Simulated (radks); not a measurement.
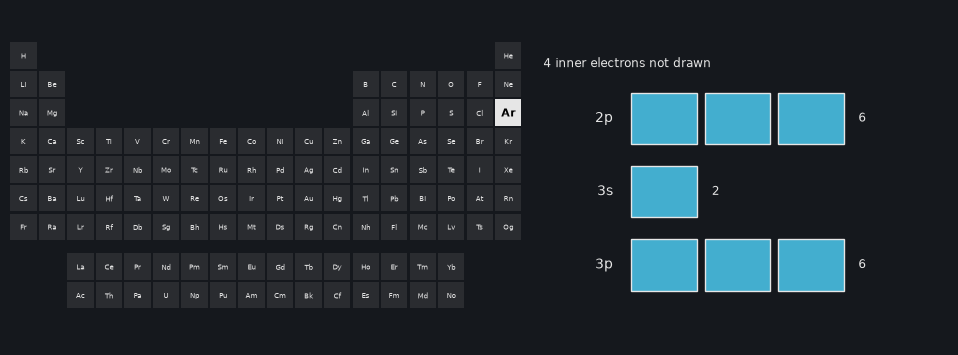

Fig. 1: Left, the place of argon in the periodic table; right, the outer shells as the input fills them: a box for each of the 2l + 1 orbitals, shaded by the share of the shell that is filled, with the electron count at the right.

**Run report: Ar, atomic calculation**

- system: a free Ar atom in the configuration [Ne] 3s2 3p6.
- method: Dirac Kohn-Sham, BLYP, spin-unpolarised, spherical densities, finite nucleus (the in-house radial solver radks)

### Key numbers

- outcome: converged
- total energy: −529.438084 hartree
- kinetic energy: 532.671719 hartree
- electron–nucleus energy: −1263.5064 hartree
- Hartree energy: 232.427718 hartree
- exchange–correlation energy: −31.031171 hartree
- radius at density 0.001 e/bohr³: 3.76 bohr
- SCF iterations: 17
- hardware: 1 CPU thread, shared host

### The input
```
Z 18
configuration [Ar]
relativity Dirac
functional b88,lyp
spin unpolarised
j_filling average
nucleus finite rms 3.4274 fm
c 137.035999084
```

Energies in input and log are in hartree, lengths in bohr (the nuclear radius in fm).

### The program's output
```
1s1/2   1   2.0000        -114.71830617
2s1/2   1   2.0000         -10.91011897
2p1/2   1   2.0000          -8.50652532
2p3/2   1   4.0000          -8.42426082
3s1/2   1   2.0000          -0.88683389
3p1/2   1   2.0000          -0.37702673
3p3/2   1   4.0000          -0.37049182
Etot -529.4380843765009
Ekin 532.6717192971622
Encl -1263.5063507072296
Eh 232.42771849419051
Exc -31.031171460624137
err 5.614747886889434e-10
it 17
```

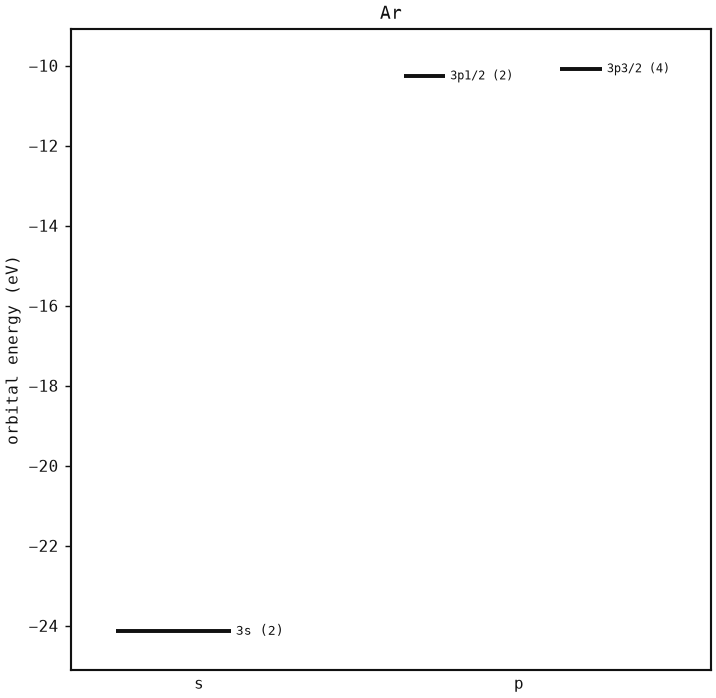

Fig. 2: The outer levels are drawn by angular momentum (occupations in brackets, the lower j at the left of each column). The highest occupied level is 3p3/2 at −10.1 eV. From the top down the occupied levels run 3p3/2 (−10.1 eV), 3p1/2 (−10.3 eV), 3s (−24.1 eV). Spin-orbit splittings: 3p 0.178 eV.

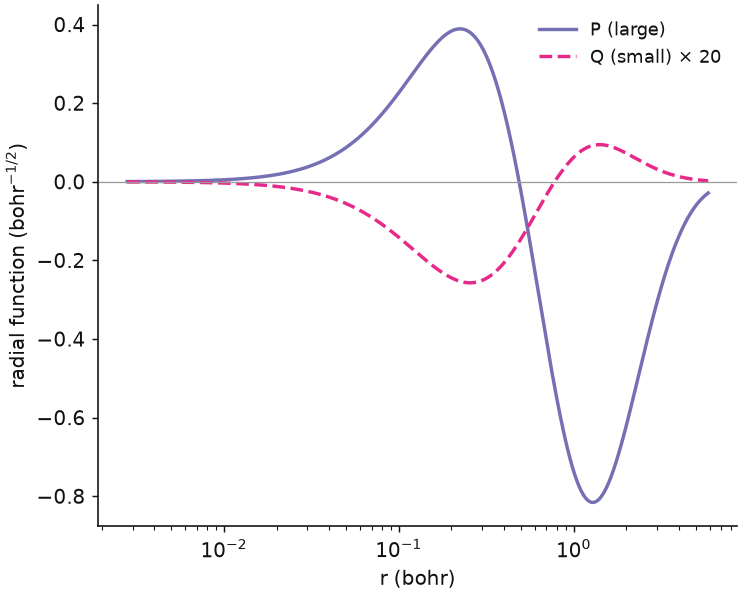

Fig. 3: The large and small radial components of the 3p3/2 spinor. The spinor has κ = −2: the large component has l = 1 and 1 radial node (r = 0.488 bohr), the small one has l = 2. The small component carries 0.0081 % of the norm; ⟨r⟩ = 1.67 bohr and the eigenvalue is −10.1 eV.

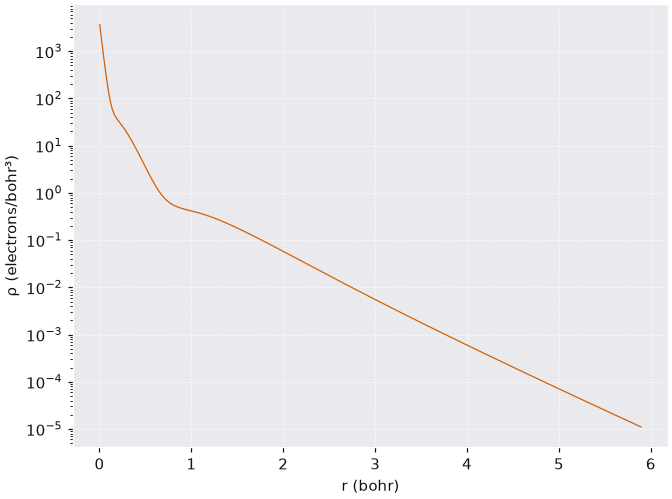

Fig. 4: The electron density ρ(r) on a logarithmic scale. The density falls from 3700 electrons/bohr³ at the inner end (r = 0.0028 bohr) to 0.001 at r = 3.76 bohr, a common measure of the size of an atom or ion. The steps in the slope mark the shells; the radial density has its minima at 0.14 and 0.80 bohr.
